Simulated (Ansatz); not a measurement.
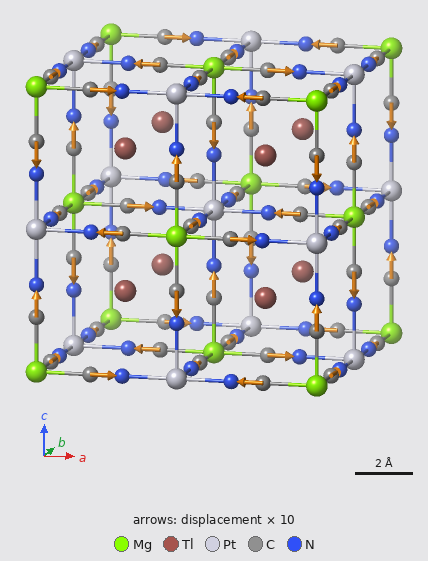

A relaxation of a crystal of MgTl2PtC6N6 (a generated structure, set up in Fm-3m) (coarse preliminary run). The starting structure is drawn; orange arrows show the displacements (the part carried along by the change of the cell is left out), 10 times their true length.

The picture is a ball-and-stick view of the conventional cell (4 times the calculation's cell), seen slightly off an axis. Lengths and directions refer to the drawn axes.

Level of theory: Ansatz, DFT PBE, scalar-relativistic, plane waves, PAW. Settings: plane-wave cutoff 420 eV; k-point mesh 4 × 4 × 4; occupations gaussian; smearing width 0.1 eV; collinear spin; cell and atoms relaxed; force threshold 0.04 eV/Å; at most 70 steps.

Which element moves most?

Answer. Carbon: up to 0.099 Å, against 0.006 Å for nitrogen.

Describe the change and its energy.

Answer. The largest moves relative to the cell, 0.099 Å, are those of C atoms. By element the largest moves are C 0.099 Å, N 0.006 Å. Tl and Pt and Mg stay in place. The volume changes by +29.8 %, with a = b = c 10.315 → 11.253 Å (+9.1 %). Some distances before and after: C–Mg 1.980 → 2.259 Å, N–Pt 2.007 → 2.196 Å. The space group stays Fm-3m (No. 225). After 5 accepted moves (7 points after the start) the energy has fallen by 217 meV per atom. Largest force component: 2.2 eV/Å at the start, 0.015 eV/Å at the end. The pressure goes from 13.24 to 0.32 GPa. The SCF was repeated twice at an unchanged geometry on a basis and grid sized afresh for the cell, which shifted the energy by 24.6 meV per atom at most. Cost: 100 s on 1 thread of Intel(R) Xeon(R) 6975P-C (Granite Rapids), on a shared host, peak memory 0.9 GiB.
